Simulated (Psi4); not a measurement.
**Geometry relaxation of SiCl$_{2}$ (part 1 of 4)**

System: SiCl$_{2}$.
Method: B97-3c/def2-mTZVP, RKS (Psi4 1.11).

The atoms were displaced at random from an optimised geometry.

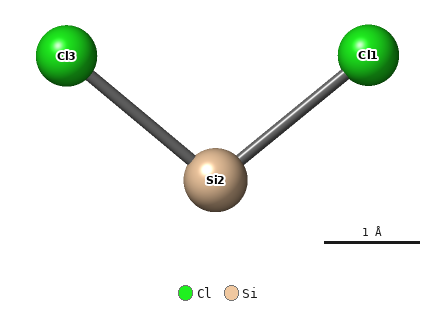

*The structure as given in the input (ball-and-stick view, seen on its broad side; atoms are numbered from 1 in the order of the input).*

Bond lengths as drawn: Cl–Si 2.06 to 2.08 Å.

The input (cl2si.in):
```
memory 1600 MB

molecule {
  0 1
  Cl     0.283313     1.588332     0.312756
  Si    -0.796337    -0.044137    -0.403427
  Cl     0.479858    -1.599766     0.036446
  symmetry c1
}

set globals {
  geom_maxiter 60
}

energy_value = optimize('b97-3c')
print_variables()
```

Launch command:
```bash
psi4 -n 1 cl2si.in cl2si.out
```

Output:
```
Psi4 1.11 release

  Memory set to   1.490 GiB by Python driver.

gradient() will perform analytic gradient computation.

   => Loading Basis Set <=

    Name: DEF2-MTZVP
    Role: ORBITAL
    Keyword: BASIS

   => B973C: Empirical Dispersion <=

        s6 =       1.000000
        s8 =       1.500000
        a1 =       0.370000
        a2 =       4.100000
        s9 =       1.000000

         ---------------------------------------------------------
                                   SCF
                              RKS Reference
                        1 Threads,   1525 MiB Core
         ---------------------------------------------------------

  ==> Geometry <==

    Molecular point group: c1
    Full point group: Cs

    Geometry (in Angstrom), charge = 0, multiplicity = 1:

       Center              X                  Y                   Z               Mass
    ------------   -----------------  -----------------  -----------------  -----------------
         CL           0.347028396664     1.613835310980    -0.000000000000    34.968852682000
         SI          -0.937195305648    -0.027592948302     0.000000000000    27.976926534650
         CL           0.402777279065    -1.591759496983     0.000000000000    34.968852682000

  Running in c1 symmetry.

  Rotational constants: A =      0.48967  B =      0.09380  C =      0.07872 [cm^-1]
  Rotational constants: A =  14679.87655  B =   2811.91571  C =   2359.88256 [MHz]
  Nuclear repulsion =  169.279793322587096

  Charge       = 0
  Multiplicity = 1
  Electrons    = 48
  Nalpha       = 24
  Nbeta        = 24

  ==> Algorithm <==

  SCF Algorithm Type is DF.
  DIIS enabled.
  MOM disabled.
  Fractional occupation disabled.
  Guess Type is SAD.
  Energy threshold   = 1.00e-08
  Density threshold  = 1.00e-08
  Integral threshold = 1.00e-12

  ==> Primary Basis <==

  Basis Set: DEF2-MTZVP
    Blend: DEF2-MTZVP
    Number of shells: 30
    Number of basis functions: 66
    Number of Cartesian functions: 69
    Spherical Harmonics?: true
    Max angular momentum: 2

  ==> DFT Potential <==

   => LibXC <=

    Version 7.1.2

   => Composite Functional: B973C <=

    Deriv               =              1
    GGA                 =           TRUE
    Meta                =          FALSE

    Exchange Hybrid     =          FALSE
    MP2 Hybrid          =          FALSE

   => Exchange-Correlation Functionals <=

   => LibXC Density Thresholds  <==

    XC_GGA_XC_B97_3C:  1.00E-14

   => Molecular Quadrature <=

    Radial Scheme          =       TREUTLER
    Pruning Scheme         =           NONE
    Nuclear Scheme         =       TREUTLER

    Blocking Scheme        =         OCTREE
    BS radius alpha        =              1
    Pruning alpha          =              1
    Radial Points          =             75
    Spherical Points       =            302
    Total Points           =          63584
    Total Blocks           =            570
    Max Points             =            256
    Max Functions          =             63
    Weights Tolerance      =       1.00E-15

   => Loading Basis Set <=

    Name: (DEF2-MTZVP AUX)
    Role: JKFIT
    Keyword: DF_BASIS_SCF

  ==> Integral Setup <==

  DFHelper Memory: AOs need 0.014 GiB; user supplied 1.025 GiB.
  SCF_SUBTYPE=INCORE selected. In-core MEM_DF algorithm will be used.
  Using in-core AOs.

  ==> MemDFJK: Density-Fitted J/K Matrices <==

    J tasked:                   Yes
    K tasked:                    No
    wK tasked:                   No
    Memory [MiB]:              1050
    Algorithm:                 Core
    Schwarz Cutoff:           1E-12
    Mask sparsity (%):       3.2599
    Fitting Condition:        1E-10

   => Auxiliary Basis Set <=

  Basis Set: (DEF2-MTZVP AUX)
    Blend: DEF2-UNIVERSAL-JKFIT
    Number of shells: 114
    Number of basis functions: 384
    Number of Cartesian functions: 465
    Spherical Harmonics?: true
    Max angular momentum: 4

  Cached 100.0% of DFT collocation blocks in 0.092 [GiB].

  Minimum eigenvalue in the overlap matrix is 2.1068739090E-02.
  Reciprocal condition number of the overlap matrix is 5.4160852066E-03.
    Using symmetric orthogonalization.

  ==> Pre-Iterations <==

  SCF Guess: Superposition of Atomic Densities via on-the-fly atomic UHF (no occupation information).

   -------------------------
    Irrep   Nso     Nmo
   -------------------------
     A         66      66
   -------------------------
    Total      66      66
   -------------------------

  ==> Iterations <==

                           Total Energy        Delta E     RMS |[F,P]|

   @DF-RKS iter SAD: -1209.60453980268767   -1.20960e+03   0.00000e+00
   @DF-RKS iter   1: -1209.70860113264757   -1.04061e-01   6.61377e-03 ADIIS/DIIS
   @DF-RKS iter   2: -1209.68530259209524    2.32985e-02   6.83414e-03 ADIIS/DIIS
   @DF-RKS iter   3: -1209.77299863283542   -8.76960e-02   1.75377e-03 ADIIS/DIIS
   @DF-RKS iter   4: -1209.78183971926774   -8.84109e-03   3.52718e-04 ADIIS/DIIS
   @DF-RKS iter   5: -1209.78216963320574   -3.29914e-04   4.35053e-05 DIIS
   @DF-RKS iter   6: -1209.78217382847811   -4.19527e-06   1.74742e-05 DIIS
   @DF-RKS iter   7: -1209.78217455347340   -7.24995e-07   5.99656e-06 DIIS
   @DF-RKS iter   8: -1209.78217464574527   -9.22719e-08   1.27911e-06 DIIS
   @DF-RKS iter   9: -1209.78217465029024   -4.54497e-09   8.64967e-08 DIIS
   @DF-RKS iter  10: -1209.78217465031457   -2.43290e-11   1.49792e-08 DIIS
   @DF-RKS iter  11: -1209.78217465031457    0.00000e+00   2.81171e-09 DIIS
  Energy and wave function converged.

  ==> Post-Iterations <==

   Electrons on quadrature grid:
      Ntotal   =   47.9999986744 ; deviation = -1.326e-06

    Orbital Energies [Eh]
    ---------------------

    Doubly Occupied:

       1A   -100.649603     2A   -100.646013     3A    -65.485722
       4A     -9.237013     5A     -9.233062     6A     -7.068162
       7A     -7.064303     8A     -7.064222     9A     -7.061701
      10A     -7.060264    11A     -7.057770    12A     -5.172336
      13A     -3.589712    14A     -3.586436    15A     -3.582871
      16A     -0.786262    17A     -0.759648    18A     -0.470894
      19A     -0.378184    20A     -0.336616    21A     -0.336309
      22A     -0.307336    23A     -0.289827    24A     -0.246943

    Virtual:

      25A     -0.135257    26A     -0.027935    27A     -0.015808
      28A      0.127152    29A      0.149484    30A      0.156363
      31A      0.167841    32A      0.272222    33A      0.290988
      34A      0.309002    35A      0.331305    36A      0.332921
      37A      0.380811    38A      0.435768    39A      0.441037
      40A      0.478255    41A      0.550899    42A      0.557734
      43A      0.605214    44A      0.613049    45A      0.617211
      46A      0.637447    47A      0.665803    48A      0.682802
      49A      0.693977    50A      0.773266    51A      0.784403
      52A      0.842977    53A      1.067788    54A      1.141559
      55A      1.196410    56A      1.260037    57A      1.332796
      58A      2.158778    59A      2.179005    60A      2.182596
      61A      2.186671    62A      2.298762    63A      2.309265
      64A      9.070607    65A     24.059375    66A     24.100853

    Final Occupation by Irrep:
              A
    DOCC [    24 ]
    NA   [    24 ]
    NB   [    24 ]

  @DF-RKS Final Energy: -1209.78217465031457

   => Energetics <=

    Nuclear Repulsion Energy =            169.2797933225870963
    One-Electron Energy =               -2009.7348548454967840
    Two-Electron Energy =                 707.9286979158581516
    DFT Exchange-Correlation Energy =     -77.2422836512489539
    Empirical Dispersion Energy =          -0.0135273920138021
    VV10 Nonlocal Energy =                  0.0000000000000000
    Total Energy =                      -1209.7821746503145732

Computation Completed

Properties will be evaluated at   0.000000,   0.000000,   0.000000 [a0]

Properties computed using the SCF density matrix

 Multipole Moments:

 ------------------------------------------------------------------------------------
     Multipole            Electronic (a.u.)      Nuclear  (a.u.)        Total (a.u.)
 ------------------------------------------------------------------------------------

 L = 1.  Multiply by 2.5417464519 to convert [e a0] to [Debye]
 Dipole X            :          0.3074275           -0.7068290           -0.3994015
 Dipole Y            :         -0.0413279           -0.0208105           -0.0621384
 Dipole Z            :          0.0000000            0.0000000            0.0000000
 Magnitude           :                                                    0.4042063

 ------------------------------------------------------------------------------------

	total time  =          3 seconds =       0.05 minutes

         ------------------------------------------------------------
                                   SCF GRAD
         ------------------------------------------------------------

  ==> Geometry <==

    Molecular point group: c1
    Full point group: Cs

    Geometry (in Angstrom), charge = 0, multiplicity = 1:

       Center              X                  Y                   Z               Mass
    ------------   -----------------  -----------------  -----------------  -----------------
         CL           0.347028396664     1.613835310980    -0.000000000000    34.968852682000
         SI          -0.937195305648    -0.027592948302     0.000000000000    27.976926534650
         CL           0.402777279065    -1.591759496983     0.000000000000    34.968852682000

  Nuclear repulsion =  169.279793322587096

  ==> Basis Set <==

  Basis Set: DEF2-MTZVP
    Blend: DEF2-MTZVP
    Number of shells: 30
    Number of basis functions: 66
    Number of Cartesian functions: 69
    Spherical Harmonics?: true
    Max angular momentum: 2

  ==> DFJKGrad: Density-Fitted SCF Gradients <==

    Gradient:                    1
    J tasked:                  Yes
    K tasked:                   No
    wK tasked:                  No
    Integrals threads:           1
    Memory [MiB]:             1144
    Schwarz Cutoff:          1E-12
    Fitting Condition:       1E-10

   => Auxiliary Basis Set <=

  Basis Set: (DEF2-MTZVP AUX)
    Blend: DEF2-UNIVERSAL-JKFIT
    Number of shells: 114
    Number of basis functions: 384
    Number of Cartesian functions: 465
    Spherical Harmonics?: true
    Max angular momentum: 4

  ==> DFT Potential <==

   => LibXC <=

    Version 7.1.2

   => Composite Functional: B973C <=

    Deriv               =              1
    GGA                 =           TRUE
    Meta                =          FALSE

    Exchange Hybrid     =          FALSE
    MP2 Hybrid          =          FALSE

   => Exchange-Correlation Functionals <=

   => LibXC Density Thresholds  <==

    XC_GGA_XC_B97_3C:  1.00E-14

   => Molecular Quadrature <=

    Radial Scheme          =       TREUTLER
    Pruning Scheme         =           NONE
    Nuclear Scheme         =       TREUTLER

    Blocking Scheme        =         OCTREE
    BS radius alpha        =              1
    Pruning alpha          =              1
    Radial Points          =             75
    Spherical Points       =            302
    Total Points           =          63584
    Total Blocks           =            570
    Max Points             =            256
    Max Functions          =             63
    Weights Tolerance      =       1.00E-15

  -Total Gradient:
     Atom            X                  Y                   Z
    ------   -----------------  -----------------  -----------------
       1       -0.003023104343    -0.005994877833    -0.000000000000
       2        0.010726330718    -0.004807425648    -0.000000000000
       3       -0.007574662458     0.010851898862    -0.000000000000

	total time  =          0 seconds =       0.00 minutes

    			-----------------------------------------

    			 OPTKING 3.0: for geometry optimizations

    			        with contributions from

    			-----------------------------------------

	                            ===> Fragment 1 <==

	 Z (Atomic Numbers)          Masses                          Geom
	      17.000000            34.968853          0.65578863  3.04970675 -0.00000000
	      14.000000            27.976927         -1.77104245 -0.05214312  0.00000000
	      17.000000            34.968853          0.76113875 -3.00798951  0.00000000

	 - Coordinate -           - BOHR/RAD -       - ANG/DEG -
	 R(1,2)           =         3.938398           2.084111
	 R(2,3)           =         3.892168           2.059646
	 B(1,2,3)         =         1.769334         101.375387

	        --- Internal Coordinate Step in ANG or DEG, aJ/ANG or AJ/DEG ---
	-------------------------------------------------------------------------------
	           Coordinate      Previous         Force          Change          New
	           ----------      --------        ------          ------        ------
	               R(1,2)       2.08411        0.05464        0.01320       2.09731
	               R(2,3)       2.05965        0.10855        0.02433       2.08398
	             B(1,2,3)     101.37539        0.00038        1.14168     102.51707
	-------------------------------------------------------------------------------

	                                 ==> Convergence Check <==

	Measures of convergence in internal coordinates in au.

	Criteria marked as inactive (o), active & met (*), and active & unmet ( ).

	----------------------------------------------------------------------------------------------~
	   Step    Total Energy     Delta E     Max Force     RMS Force      Max Disp      RMS Disp   ~
	----------------------------------------------------------------------------------------------~
	  Convergence Criteria     1.00e-06 *    3.00e-04 *             o    1.20e-03 *             o~
	----------------------------------------------------------------------------------------------~
	     1   -1209.78217465   -1.21e+03      1.32e-02      8.99e-03 o    4.60e-02      3.23e-02 o  ~
	----------------------------------------------------------------------------------------------

Next Geometry in Ang
	Fragment 1 (Ang)

	   Cl   0.3435491402   1.6394114598  -0.0000000000
	   Si  -0.9344270202  -0.0235662292   0.0000000000
	   Cl   0.4034882500  -1.6213623649   0.0000000000

    Structure for next step:
    Molecular point group: c1
    Full point group: Cs

    Geometry (in Angstrom), charge = 0, multiplicity = 1:
```
